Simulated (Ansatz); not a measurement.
**GaH$_{4}$InOSi: density, localisation and related maps**

| atom | x (Å) | y (Å) | z (Å) |
| --- | --- | --- | --- |
| Ga | -0.4257 | -0.2843 | 1.3578 |
| In | -1.9528 | -1.9410 | -0.9778 |
| O | 0.1138 | -1.5769 | -0.0754 |
| Si | 1.6124 | -2.1906 | -0.4769 |
| H | 1.9634 | -1.8332 | -1.8861 |
| H | -2.1073 | -0.6101 | 0.5880 |
| H | 1.6174 | -3.6811 | -0.3532 |
| H | 2.6509 | -1.6251 | 0.4390 |

Geometry: PBE0-D3(BJ)/def2-SVP; core potentials replace the inner electrons of In.

Computed with isolated molecule in a Gaussian basis; Kohn-Sham density functional theory, functional PBE0 (Ansatz).

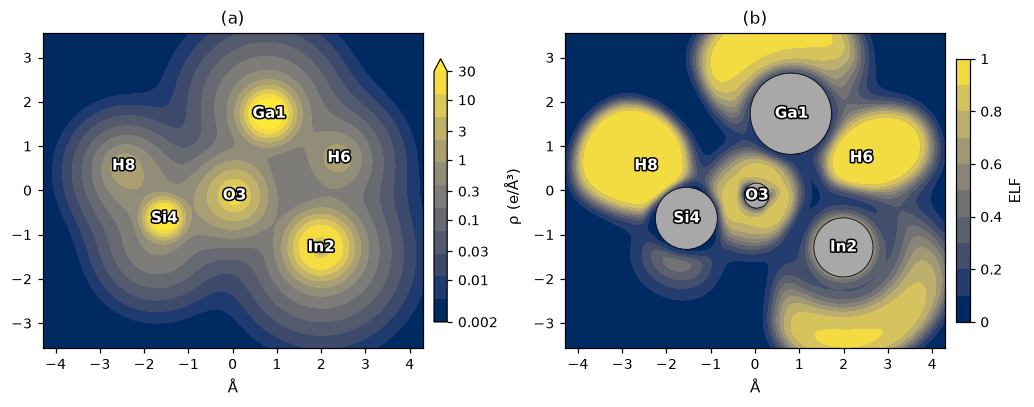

Figure 1. (a) electron density; (b) electron localisation function on the plane of atoms O3, Ga1 and H6. Grey discs cover the atomic cores in the ELF map.

> Read the bonding off the picture.

Atoms in the plane: Ga, In, O, Si and H.
Si–O (1.67 Å): ρ is about 1.1 e/Å³ halfway; the ELF peaks at about 0.85 between the atoms: a polar covalent bond.
Ga–O (2.00 Å): ρ is about 0.54 e/Å³ halfway; the ELF peaks at about 0.85 in the valence shell of O, 0.6 Å from its nucleus, and is about 0.20 at the midpoint.
In–O (2.28 Å): ρ at the midpoint is about 0.38 e/Å³; the ELF is about 0.10 at the midpoint.
Si–H (1.50 Å): ρ at the midpoint is about 0.81 e/Å³; the ELF climbs to about 1 towards the hydrogen, as it does in any bond to H.
Ga–H (1.88 Å): the density is about 0.47 e/Å³ at the midpoint; the ELF climbs to about 1 towards the hydrogen.

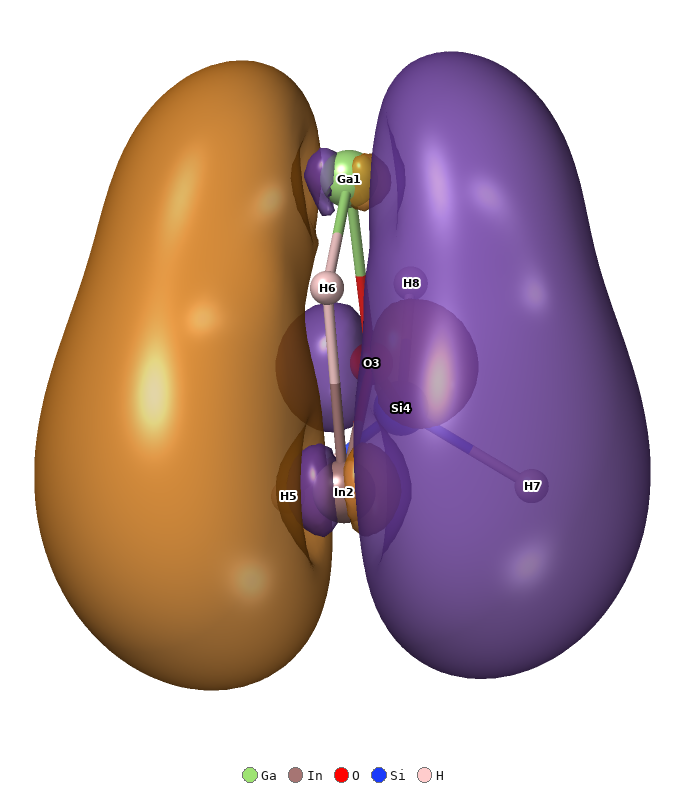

Figure 2. One frontier orbital at ±0.06 Å⁻³ᐟ² (orange and purple are the two phases), seen at an oblique angle.

> Which orbital is it: HOMO or LUMO?

The LUMO, at −1.83 eV. It lies mainly on In2 (about 70 %) and Ga1 (about 20 %).
